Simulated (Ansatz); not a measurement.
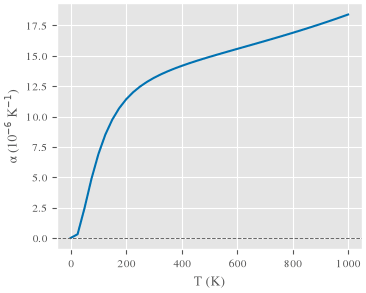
Figure: Linear thermal expansion of AlNi in the CsCl type structure from quasi-harmonic approximation, PBEsol in Ansatz (an electronic-structure program)

### Question
Read off α at 600 K, and say whether it is negative anywhere.

### Answer
About 16 × 10⁻⁶ K⁻¹. It is not negative in the range shown.
